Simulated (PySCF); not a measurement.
# triplet HBS: levels of theory compared

Aim: a comparison of 6 runs (UHF/STO-3G, UHF/3-21G, UB3LYP/6-31G*, U-wB97M-V/def2-TZVPPD, UB2PLYP/def2-TZVPPD, USCS-MP2/def2-TZVPPD) of triplet HBS. Input form: a Python script.

The calculation is run with PySCF 2.14.0.

1 further run of the same task is left out (set aside as unsound or not needed).

### Step 1. Starting point

HBS has 3 atoms, charge 0, and is taken as a triplet. As SMILES of the parent species, `B=S`. The coordinates come from a PBE0-D4/def2-TZVP relaxation. That shape belongs to the parent species and isn't relaxed for this state.

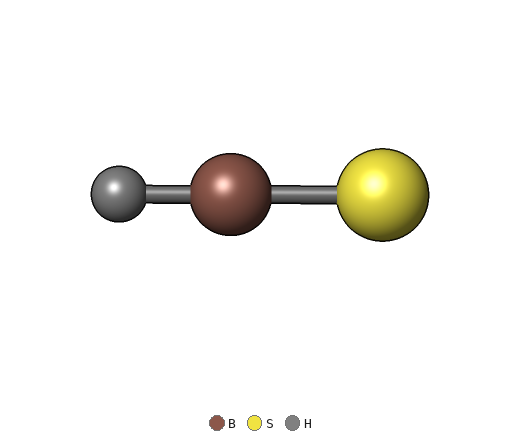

The structure, seen from a chosen angle (boron brown, sulfur yellow, hydrogen grey).

### Step 2. The energy at UHF/STO-3G (run 1)

run.py

```python
from pyscf import gto

system = gto.Mole()
system.atom = '''
B   -0.038660  -0.014560   0.134750
S    0.399170   0.147640  -1.393290
H   -0.360510  -0.133080   1.258530
'''
system.basis = 'sto-3g'
system.max_memory = 1860
system.spin = 2
system.verbose = 3
system.build()

calc0 = system.UHF()
calc0.conv_tol = 1e-10
calc0.kernel()
if not calc0.converged:
    calc0 = calc0.newton().run(calc0.mo_coeff, calc0.mo_occ)

e_final = calc0.e_tot
print(f'total energy: {e_final:.8f} hartree')
```

Launch:

```sh
$ OMP_NUM_THREADS=1 python run.py
```

What it wrote:

```text
WARN: HOMO 0.184400670079561 >= LUMO -0.299681853155149

converged SCF energy = -417.975269203687  <S^2> = 2.0141572  2S+1 = 3.0094233
total energy: -417.97526920 hartree
```

It took 0.58 s on 1 thread of Arm Neoverse V2, shared host; peak memory 0.12 GiB.

### Step 3. A single-point energy at UHF/3-21G (run 2)

input.xyz

```xyz
3
BHS
B     -0.038660    -0.014560     0.134750
S      0.399170     0.147640    -1.393290
H     -0.360510    -0.133080     1.258530
```

calc.py

```python
from pyscf import gto, scf

molecule = gto.M(
    atom='input.xyz',
    max_memory=1860,
    basis='3-21g',
    spin=2,
    verbose=3,
)

mf = scf.UHF(molecule)
mf.conv_tol = 1e-10
mf.kernel()
if not mf.converged:
    mf = mf.newton().run(mf.mo_coeff, mf.mo_occ)

energy = mf.e_tot
print(f'total energy: {energy:.8f} hartree')
```

Launch:

```sh
$ OMP_NUM_THREADS=1 python calc.py
```

What it wrote:

```text
WARN: HOMO 0.050160581154847 >= LUMO -0.360399311104443

converged SCF energy = -420.550215737686  <S^2> = 2.0149434  2S+1 = 3.0099458
total energy: -420.55021574 hartree
```

Wall time 0.5 s (1 thread of Arm Neoverse V2, shared host); peak memory 0.098 GiB.

Run 3 isn't shown in full; the table further down has it.

### Step 4. The energy at U-wB97M-V/def2-TZVPPD (run 4)

run.py

```python
from pyscf import gto, dft

system = gto.M(
    atom='B -0.038660 -0.014560 0.134750; S 0.399170 0.147640 -1.393290; H -0.360510 -0.133080 1.258530',
    basis='def2-tzvppd',
    charge=0,
    max_memory=1860,
    spin=2,
    verbose=4,
)

calc0 = dft.UKS(system, xc='wb97m-v')
calc0.conv_tol = 1e-10
calc0.nlcgrids.level = 1
calc0.grids.level = 5
calc0.kernel()
if not calc0.converged:
    calc0 = calc0.newton().run(calc0.mo_coeff, calc0.mo_occ)

energy = calc0.e_tot
print('Final energy', energy)
```

Launch:

```sh
$ OMP_NUM_THREADS=1 python run.py
```

What it wrote:

```text
PySCF version 2.14.0

[INPUT] num. atoms = 3
[INPUT] num. electrons = 22
[INPUT] charge = 0
[INPUT] spin (= nelec alpha-beta = 2S) = 2
[INPUT] symmetry False subgroup None
[INPUT] Mole.unit = angstrom
[INPUT] Symbol           X                Y                Z      unit          X                Y                Z       unit  Magmom
[INPUT]  1 B     -0.038660000000  -0.014560000000   0.134750000000 AA   -0.073056811976  -0.027514412374   0.254640595285 Bohr   0.0
[INPUT]  2 S      0.399170000000   0.147640000000  -1.393290000000 AA    0.754321977143   0.278999165031  -2.632936512095 Bohr   0.0
[INPUT]  3 H     -0.360510000000  -0.133080000000   1.258530000000 AA   -0.681265165167  -0.251484752657   2.378277019549 Bohr   0.0

nuclear repulsion = 31.8010848419822
number of shells = 37
number of NR pGTOs = 143
number of NR cGTOs = 105
basis = def2-tzvppd
ecp = {}

[... 42 lines left out ...]
[... the frontier-level lines of each cycle are left out ...]
[... 1 line left out ...]
[... 1 line left out ...]
[... 58 lines left out ...]
converged SCF energy = -423.463248394708  <S^2> = 2.0046245  2S+1 = 3.0030814
Final energy -423.46324839470776
```

It took 60 s on 1 thread of Arm Neoverse V2, shared host; peak memory 0.57 GiB.

Run 5 isn't shown in full; the table further down has it.

### Step 5. A single-point energy at USCS-MP2/def2-TZVPPD (run 6)

job.py

```python
from pyscf import gto, scf, mp

mol = gto.Mole()
mol.atom = '''
B     -0.073057    -0.027514     0.254641
S      0.754322     0.278999    -2.632937
H     -0.681265    -0.251485     2.378277
'''
mol.unit = 'bohr'
mol.max_memory = 1860
mol.verbose = 3
mol.basis = 'def2-tzvppd'
mol.spin = 2
mol.charge = 0
mol.build()

calc0 = scf.UHF(mol)
calc0.conv_tol = 1e-10
calc0.kernel()
if not calc0.converged:
    calc0 = calc0.newton().run(calc0.mo_coeff, calc0.mo_occ)

pt = mp.MP2(calc0, frozen=6).run()
etot = calc0.e_tot + 1.2 * pt.e_corr_os + pt.e_corr_ss / 3
print(f'total energy: {etot:.8f} hartree')
```

Launch:

```sh
$ OMP_NUM_THREADS=1 python job.py
```

What it wrote:

```text
WARN: HOMO 0.0290293379587591 >= LUMO -0.361683536805172

converged SCF energy = -422.694942891431  <S^2> = 2.0297049  2S+1 = 3.0197383
E(UMP2) = -422.912798677888  E_corr = -0.21785578645701
E(SCS-UMP2) = -422.913428125015  E_corr = -0.218485233584675
total energy: -422.91342813 hartree
```

It took 3.9 s on 1 thread of Arm Neoverse V2, shared host; peak memory 0.26 GiB.

### Step 6. All runs side by side

```tsv
run	level	integration grid	nlc grid	energy (Eh)	dipole moment (D) of the reference	HOMO energy (eV)	LUMO energy (eV)	wall time
1	UHF/STO-3G	–	–	-417.975269	0.57	-4.12	3.64	0.58 s
2	UHF/3-21G	–	–	-420.550216	0.13	-7.02	-1.38	0.5 s
3	UB3LYP/6-31G* (spherical functions)	5	–	-423.477097	0.35	-3.58	–	4.2 s
4	U-wB97M-V/def2-TZVPPD	5	1	-423.463248	0.43	-5.95	-3.76	60 s
5	UB2PLYP/def2-TZVPPD	5	–	-423.349374	0.29	-5.09	-4.09	19 s
6	USCS-MP2/def2-TZVPPD	–	–	-422.913428	0.13	-6.91	-1.01	3.9 s
```

### Step 7. What came out

```
                                                         quantity          value
                                              run 6: total energy  -422.91343 Eh
                      run 6: dipole moment (Hartree–Fock density)         0.13 D
run 6: HOMO energy (Hartree–Fock orbitals) (highest over α and β)       -6.91 eV
 run 6: LUMO energy (Hartree–Fock orbitals) (lowest over α and β)       -1.01 eV
               run 6: correlation energy (6 core orbitals frozen)     -218.5 mEh
                         run 6: ⟨S²⟩ of the reference determinant          2.030
```

Over runs 1, 2, 3, 4, 5 the dipole moment (its size) runs from 0.13 D (UHF/3-21G) to 0.57 D (UHF/STO-3G). The two dipoles point in opposite directions. Totals of different functionals can't be ranked against each other. In run 1 the basis is minimal, so the values are rough. All runs together took 88 s, the longest 60 s.
